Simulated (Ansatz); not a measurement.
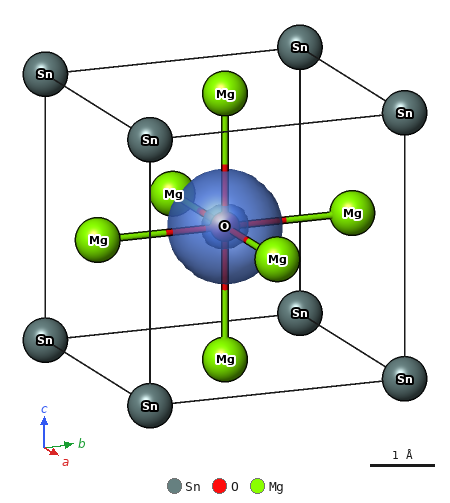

Figure. Mg₃SnO. Isosurface of the electron localisation function at 0.7 (blue), seen slightly off an axis. Core shells and regions of very low density are left out. Sticks mark near contacts.

Space group Pm-3m; started from the antiperovskite prototype, which need not be the ambient phase.

All numbers below come from DFT, r2SCAN+rVV10, plane waves, PAW (Ansatz 0.2.0).

In a PAW calculation such maps are meaningful between the atoms, not at the nuclei.

Describe the localisation domains.

Answer. The surface consists of one region wrapped around O (its valence shell), counted in one cell of 5 atoms. Any copies at cell faces, edges or corners count once.

Values along the shortest contacts:
Mg–O (2.17 Å): the ELF peaks at about 0.80 in the valence shell of O, 0.6 Å from its nucleus, and is about 0.35 at the midpoint: a largely ionic contact. Mg–Sn (3.06 Å): the ELF peaks at about 0.65 in the valence shell of Sn, 1.6 Å from its nucleus, and is about 0.65 at the midpoint.
